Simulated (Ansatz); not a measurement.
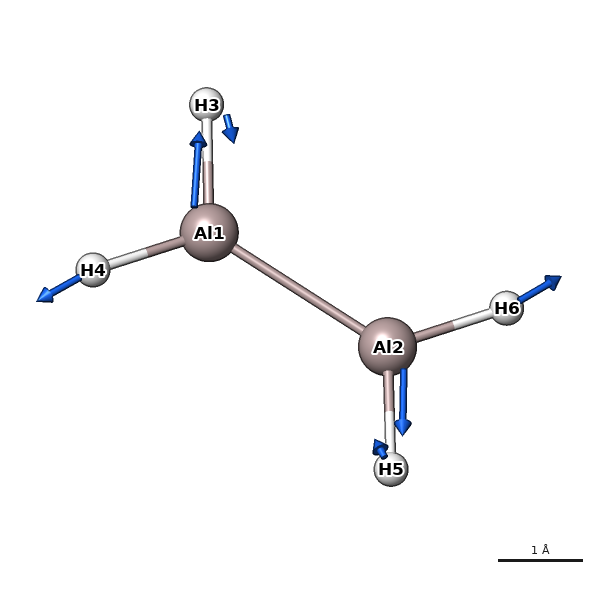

Arrows show the forces on the atoms, 0.8 Å of arrow for 1 eV/Å; forces under a tenth of the largest aren't drawn. Level of theory: BLYP-D4/def2-TZVPP (Ansatz 0.2.0).

### Which bond do the forces act along most?

Al1–H3, now 1.641 Å: the forces pull its atoms together, so a first step downhill shortens it.

List the force components in the frame of the picture (x right, y up, z towards the viewer), in eV/Å.

```json
{"atom": "Al1", "Fx": "0.08", "Fy": "1.15", "Fz": "−0.51"}
{"atom": "Al2", "Fx": "−0.02", "Fy": "−1.00", "Fz": "0.60"}
{"atom": "H3", "Fx": "0.11", "Fy": "−0.44", "Fz": "0.13"}
{"atom": "H4", "Fx": "−0.66", "Fy": "−0.37", "Fz": "0.28"}
{"atom": "H5", "Fx": "−0.15", "Fy": "0.28", "Fz": "−0.19"}
{"atom": "H6", "Fx": "0.64", "Fy": "0.37", "Fz": "−0.32"}
```
